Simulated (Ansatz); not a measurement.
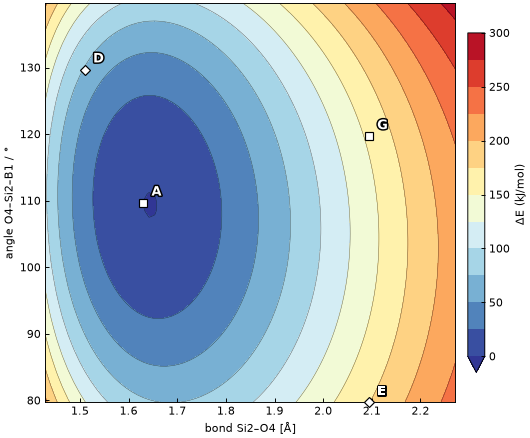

BH₃O₂Si, SMILES B[Si](=O)O. Two internal coordinates are moved rigidly from the geometry relaxed at PBE0-D4/def2-TZVP, all others fixed. First axis: bond Si2–O4. Second axis: angle O4–Si2–B1. Grid: 7 × 7 points. All energies are given in kJ/mol relative to the lowest grid point. All numbers below come from RKS PBE-D4/def2-TZVPP in Ansatz.

In the figure: filled contours, lettered points. Between grid points the surface is interpolated.

What kind of point is each of A, G: minimum, saddle, maximum or slope?

Answer. A: minimum; G: on a slope. (In these two coordinates alone; a stationary point may lie a little off the grid point.)

Rank the lettered points by energy, lowest first.

Answer. A (0 kJ/mol), D (73 kJ/mol), G (155 kJ/mol), E (174 kJ/mol).
